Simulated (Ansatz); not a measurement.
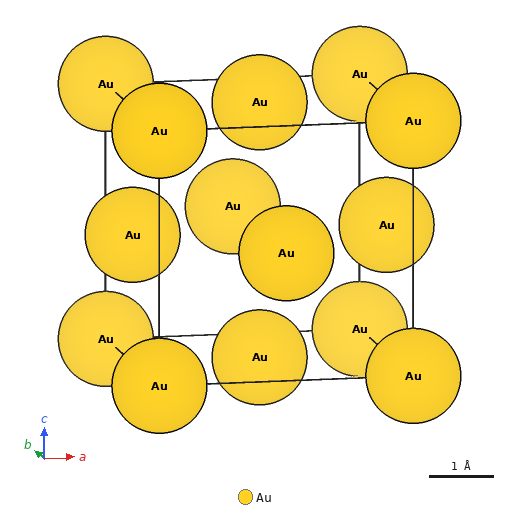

We look at a spheres-only model of the crystal slightly off an axis. The lines enclose the conventional unit cell; boundary atoms appear with their images.

### What is the cell content?

4 (gold), counting shared atoms by their share.

### State the lattice type.

Face-centred cubic.

### State the space group and its number.

Fm-3m (No. 225), with Au on 4a.

### What is the name of this structure type?

Face-centred cubic (Cu type).

The initial geometry was the standard structure of this element. Earlier steps of the study may have refined or changed the cell and positions. It went into a calculation with Ansatz.

At this level of theory the cell isn't at rest (compressed, at 10 GPa), so its distances can differ from those at equilibrium, the more so the softer the solid.
